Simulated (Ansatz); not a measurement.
# A hypothetical structure for LiCu3S3, part 2 of 2

This structure for LiCu3S3 is made up. Its elements were placed in a known structure type with a cell scaled to their sizes. What cell does the guess relax to, and how far off was it?

Ansatz 0.2.0; DFT, PBE, plane-wave PAW, files of the set soft_1, scalar-relativistic, ferromagnetic start, cell and ions relaxed at zero pressure; PAW set soft_1 (the session's first sound run).

So far: Set-up; Relaxing cell and atoms. The relaxed cell has a = 3.344, c = 10.248 Å (conventional setting).

**3. Bands of the relaxed cell**

A second self-consistent run takes a narrower smearing and the mesh shown in its input; the bands follow along the standard path of the relaxed lattice.

This step: DFT, PBE, plane-wave PAW, files of the set soft_1, scalar-relativistic, no spin, bands and density of states at the relaxed cell; PAW set soft_1 (Ansatz 0.2.0).

Input file input.yaml:

```yaml
crystal:
  lattice:
    - [3.343592253, 0.0, 0.0]
    - [0.0, 3.343592253, 0.0]
    - [0.0, 0.0, 10.2484128839]
  atoms:
    - { symbol: Cu, position: [0.0, 0.0, 0.5412777093] }
    - { symbol: Cu, position: [0.5, 0.5, 0.2547702036] }
    - { symbol: Cu, position: [0.0, 0.0, 0.9943838571] }
    - { symbol: S, position: [0.5, 0.5, 0.4925526637] }
    - { symbol: S, position: [0.0, 0.0, 0.2033154206] }
    - { symbol: S, position: [0.0, 0.0, 0.7860240353] }
    - { symbol: Li, position: [0.5, 0.5, 0.7405761105] }
kpoints:
  mp_grid: { grid: [10, 10, 4] }
  band_path:
    path:
      - [[0.0, 0.0, 0.0], [0.0, 0.5, 0.0], [0.5, 0.5, 0.0], [0.0, 0.0, 0.0], [0.0, 0.0, 0.5], [0.0, 0.5, 0.5], [0.5, 0.5, 0.5], [0.0, 0.0, 0.5]]
      - [[0.0, 0.5, 0.0], [0.0, 0.5, 0.5]]
      - [[0.5, 0.5, 0.0], [0.5, 0.5, 0.5]]
    npoints: 8
scf:
  occupations: { method: fermi_dirac, width: 0.03 }
  n_extra_bands: 11
hamiltonian:
  xc: pbe
  pseudopotentials: { kind: paw, azcp: { folder: soft_1 } }
output:
  forces: true
  stress: true
  write_bands: true
  dos: { projected: true }
  write_density: true
  write_potential: true
  elf: true
  volumetric_format: npy
```

On the command line:

```
> ansatz run input.yaml --threads 4 --pin off --max-ram 10240MiB --backend cpu --events-out ev --progress --plain --runs-dir out
```

Numbers of over 12 decimals in the logs are rounded to 6 here.

The program printed:

```text
[...]
Crystal: 7 atoms, lattice volume = 114.573 Å³
Basis set: ecut = 420 eV, 2259 PW (Γ), exchange–correlation on 48×48×144 points (8 copies of the dense FFT grid, shifted against one another)
Bands: 50, of which v1, the nominal top of the filled ones, is band 39 counted from 1 (38 counted from 0)
Symmetry: 8 space group operations
[...]
k-points: 63 of 400 (time reversal used)
[...]
SCF iter   1: F=—  HF=-22790.133559 eV  |F-HF|=—  |Δ(HF+E_count)|=         —  Δρ=7.03e-2  dr2=1.34e1  ethr=3.10e-3  ⟨swp⟩=7.3  Hψ=13720  notcnv=0  defer=48
[...]
SCF iter  14: F=-22788.402652 eV  HF=-22788.402652 eV  |F-HF|=3.03e-8  |Δ(HF+E_count)|=   1.18e-7  Δρ=8.32e-6  dr2=6.14e-8  ethr=1.28e-10  ⟨swp⟩=17.0  Hψ=26625  notcnv=0
SCF 1 converged in 14 iterations: F = -22788.402652 eV  dr2 = 6.14e-8
[...]
NSCF: frozen V_eff on 75 k-points
SCF converged after 14 iterations
Free energy (F): -22788.402652 eV
[...]
Internal energy: -22788.391351 eV  (E = F + TS)
E sigma→0 (E₀):  -22788.397001 eV
Entropy (-TS):   -0.011301 eV (-1.614 meV/atom)
Fermi energy:    7.833783 eV
[...]
--- Forces (eV/Å), atoms counted from 1 ---
  atom   1  Cu     0.00000000     0.00000000     0.00737935
  atom   2  Cu     0.00000000     0.00000000     0.00728593
  atom   3  Cu    -0.00000000    -0.00000000    -0.01219826
  atom   4  S     -0.00000000     0.00000000    -0.01827574
  atom   5  S      0.00000000     0.00000000    -0.00674515
  atom   6  S      0.00000000    -0.00000000     0.01128933
  atom   7  Li     0.00000000     0.00000000     0.01128769
  max |Σ_I F_I| component: 2.31e-5 eV/Å
--- Stress (GPa, compression-positive) ---
        0.017804       0.000000      -0.000000
        0.000000       0.017804       0.000000
       -0.000000       0.000000      -0.008294
  P = ⅓ Tr σ = 0.0091 GPa (0.091 kbar)
--- Band table (eV; the first three rows and the last of 63) ---
  k-point 0: bands = [... 35 lower, 7.3008, 7.3008, 7.5796, 7.8527, 7.8527, 9.9655, 11.1789, 12.5952, ... 7 higher]
  k-point 1: bands = [... 35 lower, 7.1751, 7.1751, 7.3159, 7.9121, 7.9121, 10.3972, 11.1794, 12.2127, ... 7 higher]
  k-point 2: bands = [... 35 lower, 7.0109, 7.0177, 7.0177, 7.9595, 7.9595, 11.0701, 11.3584, 11.3752, ... 7 higher]
  k-point 62: bands = [... 35 lower, 6.5009, 6.5117, 6.8531, 6.9997, 7.5587, 9.5192, 9.6593, 11.6965, ... 7 higher]
```

Wall time 20 s (4 threads of Arm Neoverse V2, shared host); peak memory 0.65 GiB.

Reading the cycles: dr2 is the Hartree energy of the density residual (eV), the measure of convergence; HF is the Harris–Foulkes estimate of the energy, which meets the free energy F at convergence.

This step gave:

```
free energy             : -22788.4027 eV
energy at zero smearing : -22788.3970 eV
smearing term TS        : 0.01130 eV
Fermi energy            : 7.834 eV
pressure                : 0.009104 GPa
```

From bands.tsv, the bands that come nearest the Fermi level along the path, at its corners, in eV from the Fermi level:

```tsv
point	band 35	band 36	band 37	band 38	band 39	band 40	band 41	band 42
Γ	-1.41	-0.53	-0.53	-0.25	0.02	0.02	2.13	3.35
X	-1.32	-0.79	-0.73	0.38	1.34	1.36	2.18	4.37
M	-1.39	-1.39	-1.32	-0.97	-0.83	-0.39	1.68	1.69
Γ	-1.41	-0.53	-0.53	-0.25	0.02	0.02	2.13	3.35
Z	-1.14	-0.82	-0.82	-0.82	0.13	0.13	3.24	3.52
R	-1.14	-0.86	-0.84	0.38	1.34	1.35	2.70	3.44
A	-1.33	-1.33	-1.32	-0.98	-0.83	-0.28	1.69	1.83
Z	-1.14	-0.82	-0.82	-0.82	0.13	0.13	3.24	3.52
X	-1.32	-0.79	-0.73	0.38	1.34	1.36	2.18	4.37
R	-1.14	-0.86	-0.84	0.38	1.34	1.35	2.70	3.44
M	-1.39	-1.39	-1.32	-0.97	-0.83	-0.39	1.68	1.69
A	-1.33	-1.33	-1.32	-0.98	-0.83	-0.28	1.69	1.83
```

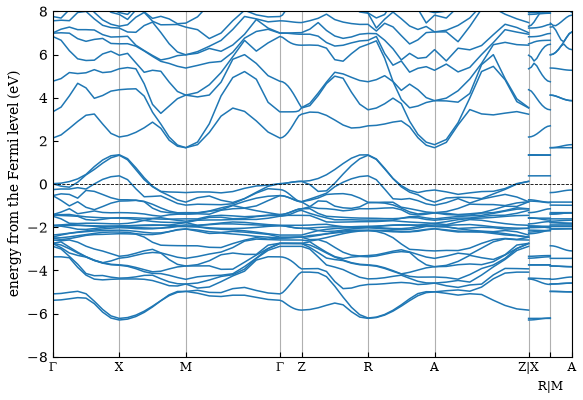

Bands along the path. 16 bands lie wholly below the window drawn.

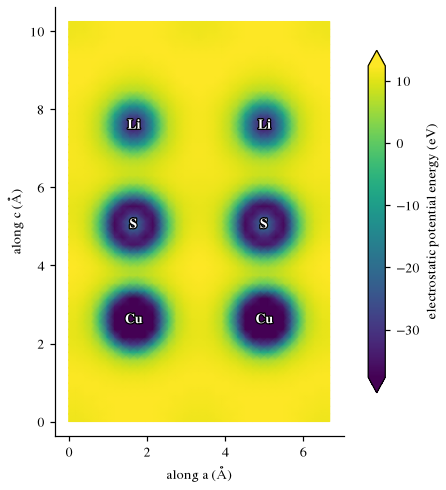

Electrostatic potential energy in the ac plane at fractional y = 0.500, with atoms of Cu and S and Li within 0.2 Å of it. With pseudopotentials it is smooth inside the atoms' cores, unlike the true potential.

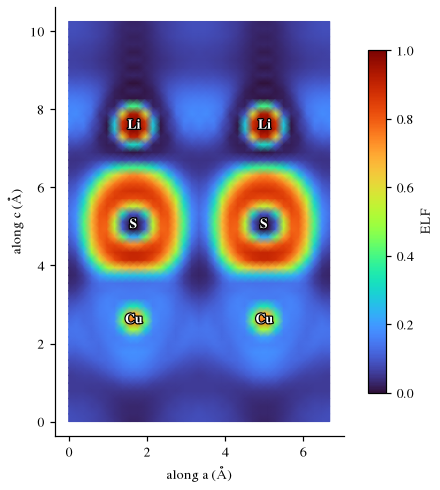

ELF in the ac plane at fractional y = 0.500, with atoms of Cu and S and Li within 0.2 Å of it. It is the smooth field of the valence electrons, not physical close to the nuclei.

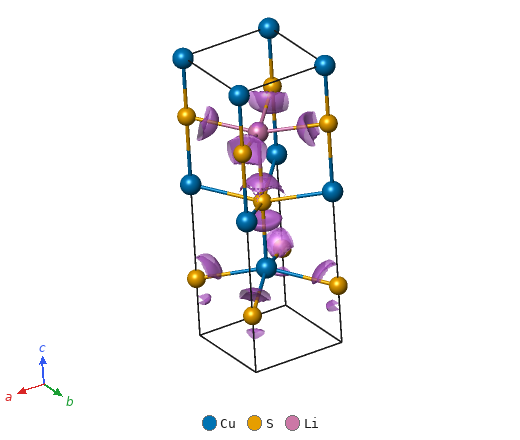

Surface of ELF = 0.85.

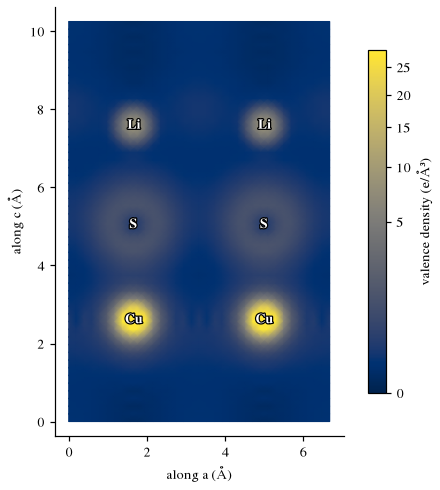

Valence density in the ac plane at fractional y = 0.500, with atoms of Cu and S and Li within 0.2 Å of it. It is the smooth field of the valence electrons, not physical close to the nuclei. The colour scale is stretched toward low values.

**4. What came out**

```yaml
space_group_relaxed: P4mm
conventional_cell: a = 3.344, b = 3.344, c = 10.248 Å; α = 90.0°, β = 90.0°, γ = 90.0°
volume_per_atom: 16.37 Å³ (guess 17.17)
total_moment: 0.00 μB in the cell of 7 atoms
```

What this shows: LiCu3S3 relaxes to P4mm with a = 3.344, b = 3.344 and c = 10.248 Å. The guessed volume was 5 % too large. The space group P4mm was held in the relaxation, so the end point is a stationary structure within it and may be a saddle against distortions or other arrangements. The moments died out from this one start and weren't seeded again at the relaxed cell. Bands cross the Fermi level, so it is a metal or semimetal at this level. On the 10×10×4 mesh with the narrower smearing (relaxed on 8×8×3) the largest force component is 0.018 eV/Å and the largest stress component is 0.018 GPa, against the relaxation's thresholds of 0.015 eV/Å and 0.05 GPa. The cutoff wasn't tested. No dispersion term is used, so weakly bound directions may come out too long. Nothing here tests whether the compound is stable against decomposition.

[Logs are printed without paths, hosts, clocks, repeated set-up lines and the standing remarks that a program may print on its own settings, such as how far it seeks lower states.]

[Hosts, paths, dates, database ids (printed as entryN), source tags and the programs' standing remarks are cut or masked in the printed files.]
